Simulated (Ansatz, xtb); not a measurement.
## BSiH4O2F (SMILES OB(F)O[SiH3]): methods side by side

BSiH4O2F: 9 atoms, total charge 0, spin state singlet. As SMILES, `OB(F)O[SiH3]`. The coordinates come from a PBE0-D4/def2-TZVP relaxation. This is one conformer, not always the lowest.

Each level gives the electronic atomisation energy (eV). The values are calculated. Electronic energies at fixed atoms, without zero-point motion or spin-orbit coupling.

```json
{"level": "GFN0-xTB", "kind": "semi-empirical", "program": "xtb", "value (eV)": "41.13"}
{"level": "BLYP/6-31G* (spherical functions)", "kind": "GGA", "program": "Ansatz", "value (eV)": "37.39"}
{"level": "r2SCAN/6-31G* (spherical functions)", "kind": "meta-GGA", "program": "Ansatz", "value (eV)": "37.74"}
{"level": "BHLYP/6-31G* (spherical functions)", "kind": "global hybrid", "program": "Ansatz", "value (eV)": "36.15"}
{"level": "r2SCAN0/6-31G* (spherical functions)", "kind": "hybrid meta-GGA", "program": "Ansatz", "value (eV)": "36.95"}
{"level": "HSE06/6-31G* (spherical functions)", "kind": "range-separated hybrid", "program": "Ansatz", "value (eV)": "37.21"}
{"level": "B2PLYP/6-31G* (spherical functions)", "kind": "double hybrid", "program": "Ansatz", "value (eV)": "36.65"}
{"level": "RPA@PBE0/6-31G* (spherical functions)", "kind": "RPA", "program": "Ansatz", "value (eV)": "33.81"}
{"level": "MP2/6-31G* (spherical functions)", "kind": "perturbation theory", "program": "Ansatz", "value (eV)": "35.58"}
{"level": "CCSD/6-31G* (spherical functions)", "kind": "coupled cluster or CI", "program": "Ansatz", "value (eV)": "34.22"}
```

The values span 33.81 to 41.13 eV. The xTB rows lack spin polarisation, so open shells miss the exchange term that lowers them.

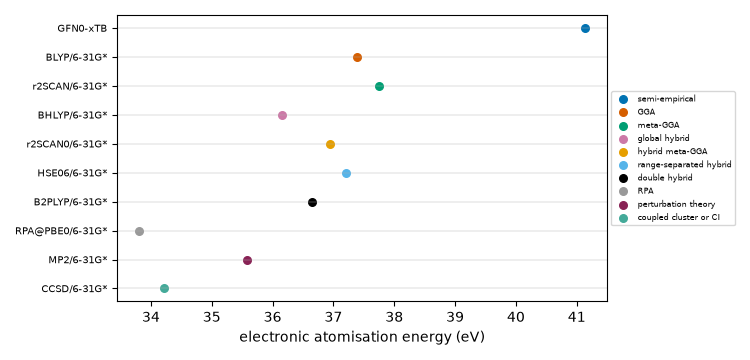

The values of the table, level by level.
